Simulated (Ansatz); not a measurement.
CH7F2NSi2: geometry relaxation (part 2 of 2)

Continued. System: CH7F2NSi2. Method: RKS B3LYP-D4/def2-SVP (Ansatz 0.2.0). It belongs to a series of runs on one base structure; here: end point B relaxed.

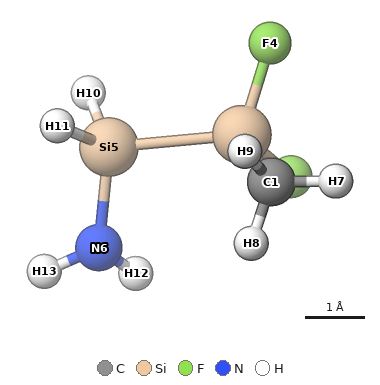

The geometry at step 11 of the log (ball-and-stick view, seen at a tilt; atoms are numbered from 1 in the order of the input).

### Trajectory as extended XYZ, continued
```
13
Properties=species:S:1:pos:R:3:forces:R:3 step=6 energy=-23824.73352
C     0.2691   -2.2451    0.2546    0.0161   0.0126  -0.0004
Si   -0.4625   -0.7320   -0.5386    0.0291   0.0939   0.1390
F    -2.0799   -0.7765   -0.3229   -0.0681  -0.0234  -0.0092
F    -0.2164   -0.7908   -2.1438    0.0039  -0.0428  -0.1554
Si    0.2672    1.3150    0.3342    0.0073   0.0584   0.1566
N    -0.2749    1.2907    1.9944    0.1685  -0.1330  -0.2481
H    -0.1921   -3.1623   -0.1452    0.0000  -0.0161   0.0119
H     0.1057   -2.2092    1.3437   -0.0070  -0.0067  -0.0054
H     1.3550   -2.2908    0.0746    0.0055  -0.0157  -0.0085
H    -0.2188    2.4596   -0.5049    0.0164  -0.0145  -0.0396
H     1.7591    1.3792    0.3533    0.0006  -0.0019  -0.0118
H    -1.2675    1.1604    2.1610   -0.0280   0.0764   0.1558
H     0.1583    1.9050    2.6780   -0.1442   0.0128   0.0150
13
Properties=species:S:1:pos:R:3:forces:R:3 step=7 energy=-23824.73971
C     0.2765   -2.2487    0.2434    0.0006   0.0382   0.0078
Si   -0.4600   -0.7296   -0.5397    0.0085   0.0030   0.0133
F    -2.0798   -0.7847   -0.3334   -0.0066   0.0041   0.0113
F    -0.2150   -0.7872   -2.1496   -0.0009   0.0057  -0.0048
Si    0.2740    1.3130    0.3535    0.0124  -0.0029  -0.0157
N    -0.2809    1.2856    2.0068   -0.0398  -0.0104   0.0197
H    -0.2485   -3.1602   -0.0843   -0.0106  -0.0006  -0.0001
H     0.2002   -2.1703    1.3401   -0.0021  -0.0193  -0.0062
H     1.3416   -2.3465   -0.0203    0.0086   0.0051   0.0055
H    -0.1850    2.4595   -0.4994   -0.0023  -0.0130  -0.0052
H     1.7663    1.3585    0.3784    0.0001   0.0032   0.0034
H    -1.2746    1.1468    2.1770    0.0251  -0.0050  -0.0163
H     0.0873    1.9672    2.6658    0.0070  -0.0081  -0.0126
13
Properties=species:S:1:pos:R:3:forces:R:3 step=8 energy=-23824.74054
C     0.2806   -2.2447    0.2429   -0.0118  -0.0108  -0.0074
Si   -0.4632   -0.7263   -0.5311    0.0120   0.0060   0.0059
F    -2.0799   -0.7800   -0.2993   -0.0012   0.0076   0.0028
F    -0.2411   -0.7833   -2.1445   -0.0058  -0.0102  -0.0003
Si    0.2830    1.3118    0.3509   -0.0145  -0.0144  -0.0177
N    -0.2876    1.2841    1.9986    0.0217   0.0121   0.0041
H    -0.2299   -3.1552   -0.1105    0.0122  -0.0072  -0.0013
H     0.1834   -2.1911    1.3392   -0.0014   0.0070   0.0005
H     1.3516   -2.3244   -0.0030    0.0015  -0.0066  -0.0006
H    -0.1704    2.4504   -0.5143    0.0039   0.0159   0.0057
H     1.7751    1.3537    0.3868   -0.0036   0.0039   0.0063
H    -1.2823    1.1486    2.1606   -0.0025  -0.0026  -0.0063
H     0.0830    1.9597    2.6619   -0.0104  -0.0008   0.0084
13
Properties=species:S:1:pos:R:3:forces:R:3 step=9 energy=-23824.74087
C     0.2831   -2.2460    0.2416    0.0004  -0.0161   0.0004
Si   -0.4602   -0.7256   -0.5282   -0.0234   0.0074  -0.0155
F    -2.0744   -0.7671   -0.2736   -0.0009  -0.0036  -0.0024
F    -0.2608   -0.7922   -2.1445   -0.0018  -0.0046   0.0133
Si    0.2865    1.3142    0.3466    0.0229   0.0101   0.0072
N    -0.2925    1.2828    1.9912    0.0181   0.0045   0.0015
H    -0.2219   -3.1570   -0.1194    0.0108   0.0051  -0.0029
H     0.1788   -2.1989    1.3375    0.0011   0.0095  -0.0006
H     1.3560   -2.3217    0.0022   -0.0025  -0.0067  -0.0009
H    -0.1562    2.4600   -0.5147   -0.0100  -0.0016  -0.0056
H     1.7781    1.3573    0.3928    0.0043  -0.0023   0.0031
H    -1.2872    1.1409    2.1475   -0.0034   0.0017  -0.0018
H     0.0731    1.9564    2.6593   -0.0157  -0.0035   0.0041
13
Properties=species:S:1:pos:R:3:forces:R:3 step=10 energy=-23824.74110
C     0.2852   -2.2461    0.2389    0.0034  -0.0043   0.0047
Si   -0.4605   -0.7239   -0.5263   -0.0115  -0.0114  -0.0110
F    -2.0731   -0.7615   -0.2592    0.0090   0.0015  -0.0013
F    -0.2740   -0.7952   -2.1438   -0.0019   0.0062   0.0120
Si    0.2942    1.3148    0.3477   -0.0014   0.0062   0.0038
N    -0.2964    1.2839    1.9882    0.0068   0.0056   0.0112
H    -0.2240   -3.1566   -0.1168    0.0015   0.0032   0.0000
H     0.1891   -2.1952    1.3355    0.0023  -0.0003  -0.0035
H     1.3561   -2.3259   -0.0083   -0.0046   0.0012   0.0007
H    -0.1467    2.4586   -0.5179    0.0027  -0.0020  -0.0005
H     1.7857    1.3566    0.4032   -0.0027  -0.0017  -0.0036
H    -1.2910    1.1324    2.1378    0.0077   0.0034  -0.0086
H     0.0574    1.9613    2.6592   -0.0113  -0.0076  -0.0039
13
Properties=species:S:1:pos:R:3:forces:R:3 step=11 energy=-23824.74122
C     0.2884   -2.2475    0.2361    0.0028   0.0017   0.0026
Si   -0.4612   -0.7233   -0.5220   -0.0072  -0.0026  -0.0098
F    -2.0720   -0.7584   -0.2427    0.0129  -0.0006  -0.0009
F    -0.2873   -0.7926   -2.1409   -0.0018   0.0027   0.0111
Si    0.2996    1.3151    0.3493   -0.0100  -0.0102  -0.0062
N    -0.3019    1.2863    1.9859    0.0078   0.0110   0.0146
H    -0.2238   -3.1571   -0.1171   -0.0020   0.0011   0.0018
H     0.2001   -2.1970    1.3334    0.0013  -0.0036  -0.0045
H     1.3575   -2.3284   -0.0186   -0.0044   0.0042   0.0005
H    -0.1331    2.4582   -0.5216    0.0048  -0.0020   0.0047
H     1.7911    1.3500    0.4106   -0.0041   0.0020   0.0005
H    -1.2969    1.1305    2.1278    0.0016  -0.0012  -0.0130
H     0.0417    1.9673    2.6581   -0.0016  -0.0026  -0.0013
13
Properties=species:S:1:pos:R:3:forces:R:3 step=12 energy=-23824.74133
C     0.2937   -2.2502    0.2304   -0.0020   0.0046  -0.0054
Si   -0.4636   -0.7237   -0.5154   -0.0071  -0.0037  -0.0026
F    -2.0712   -0.7571   -0.2155    0.0229   0.0011  -0.0039
F    -0.3103   -0.7890   -2.1366   -0.0015   0.0010   0.0164
Si    0.3074    1.3124    0.3528   -0.0133   0.0045  -0.0041
N    -0.3106    1.2935    1.9833    0.0038   0.0043   0.0050
H    -0.2200   -3.1587   -0.1233   -0.0027  -0.0026   0.0033
H     0.2138   -2.2049    1.3285   -0.0002  -0.0036  -0.0027
H     1.3608   -2.3287   -0.0329   -0.0012   0.0040  -0.0008
H    -0.1096    2.4546   -0.5271    0.0016  -0.0028   0.0055
H     1.7986    1.3407    0.4255   -0.0039  -0.0050   0.0017
H    -1.3065    1.1332    2.1130   -0.0037  -0.0037  -0.0106
H     0.0196    1.9809    2.6557    0.0073   0.0019  -0.0019
13
Properties=species:S:1:pos:R:3:forces:R:3 step=13 energy=-23824.74139
C     0.2975   -2.2530    0.2263   -0.0005   0.0072  -0.0050
Si   -0.4641   -0.7241   -0.5102   -0.0172   0.0006  -0.0041
F    -2.0696   -0.7573   -0.1987    0.0218  -0.0004  -0.0049
F    -0.3226   -0.7853   -2.1326   -0.0005  -0.0025   0.0156
Si    0.3104    1.3118    0.3548   -0.0075  -0.0023   0.0036
N    -0.3168    1.2998    1.9821   -0.0003   0.0034   0.0002
H    -0.2175   -3.1604   -0.1283   -0.0020  -0.0019   0.0018
H     0.2229   -2.2123    1.3249   -0.0002  -0.0026  -0.0018
H     1.3633   -2.3293   -0.0426   -0.0002   0.0012  -0.0008
H    -0.0970    2.4535   -0.5303    0.0042  -0.0037   0.0050
H     1.8014    1.3301    0.4344   -0.0035   0.0031   0.0014
H    -1.3138    1.1398    2.1042   -0.0015  -0.0032  -0.0065
H     0.0081    1.9899    2.6542    0.0075   0.0012  -0.0043
13
Properties=species:S:1:pos:R:3:forces:R:3 step=14 energy=-23824.74143
C     0.2990   -2.2550    0.2239    0.0005   0.0068  -0.0014
Si   -0.4647   -0.7247   -0.5073   -0.0157  -0.0022  -0.0066
F    -2.0692   -0.7590   -0.1919    0.0169   0.0014  -0.0033
F    -0.3273   -0.7837   -2.1301   -0.0004  -0.0024   0.0108
Si    0.3114    1.3109    0.3562   -0.0017   0.0038   0.0095
N    -0.3197    1.3036    1.9819   -0.0043   0.0006  -0.0022
H    -0.2168   -3.1618   -0.1312   -0.0009  -0.0006   0.0001
H     0.2274   -2.2171    1.3228    0.0004  -0.0019  -0.0011
H     1.3641   -2.3301   -0.0482   -0.0003  -0.0006  -0.0005
H    -0.0909    2.4523   -0.5314    0.0012  -0.0036   0.0012
H     1.8021    1.3273    0.4396   -0.0020   0.0004   0.0003
H    -1.3174    1.1453    2.1007    0.0015  -0.0016  -0.0019
H     0.0042    1.9951    2.6532    0.0048   0.0000  -0.0050
13
Properties=species:S:1:pos:R:3:forces:R:3 step=15 energy=-23824.74144
C     0.3009   -2.2566    0.2211    0.0005   0.0018   0.0008
Si   -0.4649   -0.7252   -0.5051   -0.0089  -0.0043   0.0003
F    -2.0682   -0.7595   -0.1852    0.0045   0.0007  -0.0018
F    -0.3321   -0.7830   -2.1282    0.0006   0.0002   0.0048
Si    0.3122    1.3097    0.3587    0.0041   0.0048   0.0049
N    -0.3231    1.3078    1.9826   -0.0065  -0.0025  -0.0073
H    -0.2167   -3.1626   -0.1338    0.0010  -0.0002  -0.0012
H     0.2332   -2.2214    1.3204    0.0006   0.0003  -0.0008
H     1.3649   -2.3314   -0.0550   -0.0006  -0.0020  -0.0003
H    -0.0854    2.4490   -0.5332    0.0000   0.0013   0.0005
H     1.8027    1.3236    0.4457   -0.0005   0.0005   0.0008
H    -1.3216    1.1517    2.0980    0.0036  -0.0001   0.0028
H     0.0002    2.0011    2.6523    0.0016  -0.0005  -0.0035
```

This output came from the following input.

### Input
```yaml
crystal:
  periodic: [false, false, false]
  atoms:
    - { symbol: C, position_ang: [0.2658, -2.3037, 0.2179] }
    - { symbol: Si, position_ang: [-0.5557, -0.7907, -0.6017] }
    - { symbol: F, position_ang: [-2.1804, -0.9304, -0.5238] }
    - { symbol: F, position_ang: [-0.0471, -0.7625, -2.1521] }
    - { symbol: Si, position_ang: [0.1991, 1.1513, 0.4461] }
    - { symbol: "N", position_ang: [-0.1396, 1.35639, 2.12183] }
    - { symbol: H, position_ang: [-0.082, -3.1826, -0.2738] }
    - { symbol: H, position_ang: [-0.0191, -2.3081, 1.2567] }
    - { symbol: H, position_ang: [1.3136, -2.2061, 0.1886] }
    - { symbol: H, position_ang: [-0.36044, 2.3631, -0.19516] }
    - { symbol: H, position_ang: [1.71131, 1.28674, 0.33049] }
    - { symbol: H, position_ang: [-1.13682, 1.41997, 2.24005] }
    - { symbol: H, position_ang: [0.23353, 2.20974, 2.48316] }
basis:
  gaussian: { orbitals: def2-SVP }
hamiltonian:
  xc: b3lyp
  dispersion: d4
relax:
  f_tol: 0.015
  max_steps: 40
```

Launched with:
```bash
ansatz run input.yaml --threads 2 --pin off --max-ram 3072MiB --backend cpu --events-out ev --progress --plain --runs-dir out
```

### Results in brief

```tsv
quantity	value
outcome	converged
total energy	−23824.7417 eV
mean-field energy	−23824.2586 eV
largest force (length of the vector) at the end	0.010 eV/Å
hardware	2 threads of Arm Neoverse V1, 24 GiB of memory available, shared host
wall time	61 s (CPU time 2 min)
peak memory	0.32 GiB
```
